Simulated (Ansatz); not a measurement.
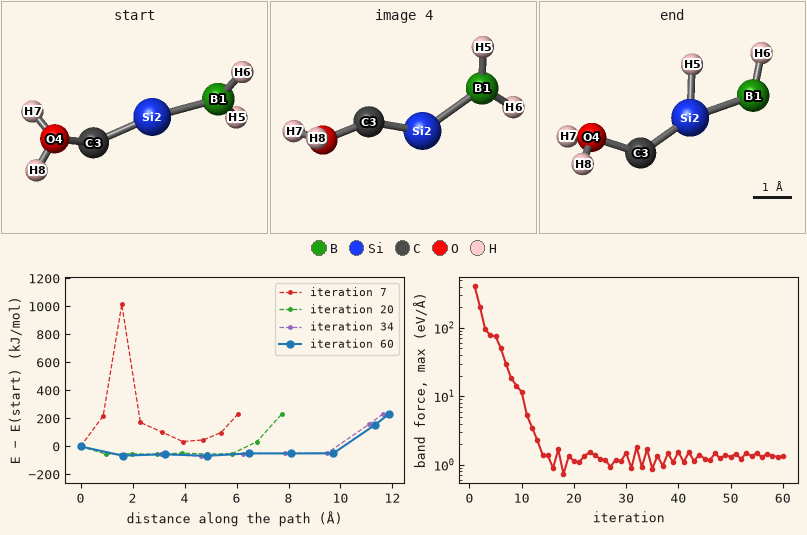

A search for the minimum-energy path of CH$_{4}$BOSi (charge +1) by the nudged elastic band. Images are numbered from 0 (start) to 8 (end). The plot follows the band through its iterations. A ball-and-stick model, seen from a free direction.

The calculation used RKS PBE0-D4/def2-SVPD (Ansatz). Set-up: 7 movable images; climbing image; force threshold 0.05 eV/Å; iteration limit 60; starting path through a guess of the saddle point; end points as typed, not relaxed.

Judge this run.

The result isn't final. The band hadn't converged when the run stopped after 60 iterations. The largest component of the band force went from 400 to 1.3 eV/Å. The end points weren't relaxed, so energies relative to them aren't barriers between minima. The first iteration put the highest image at 9535.6 kJ/mol. Relative to the start the highest point is image 8 at +230.6 kJ/mol and the end lies at +230.6 kJ/mol, but the profile dips to −66.9 kJ/mol at image 3 on the way, so there may be an intermediate minimum, or an end is no minimum.

Cost: 9.1 min on 2 threads of Intel(R) Xeon(R) Platinum 8559C (Emerald Rapids), on a shared host, peak memory 0.26 GiB.
